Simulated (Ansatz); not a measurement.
**Profile along the Ti–Ti line in TiAl (CuAu type, space group P4/mmm)**

TiAl (CuAu type, space group P4/mmm)

```
TiAl
1.0
    2.82408     0.00000     0.00000
    0.00000     2.82408     0.00000
    0.00000     0.00000     4.07063
Al Ti
1 1
Direct
  0.50000   0.50000   0.50000
  0.00000   0.00000   0.00000
```

Fields along a shortest Ti–Ti line of a (010) plane (2.82 Å), from Ti to Ti, interpolated on the slice's grid (step about 0.2 Å). Computed with PBE (plane waves to 420 eV, PAW, scalar-relativistic; Ansatz, a program for electronic structure). k mesh 16×16×12. These are valence fields of a PAW run, semicore shells included where kept as valence: close to a nucleus they are smooth pseudo fields. The PAW data are Ansatz's earlier set. TiAl is run without spin polarisation. TiAl was relaxed with its symmetry unable to fall.

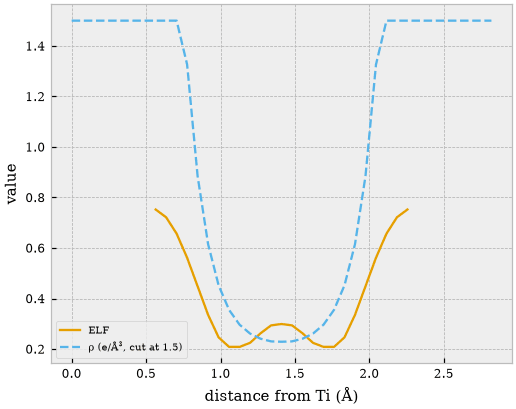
*ELF (away from the nuclei) and valence density from Ti to Ti.*

Density on the Ti–Ti line (2.82 Å) at its midpoint: 0.23 e/Å³. ELF at that point: 0.3.
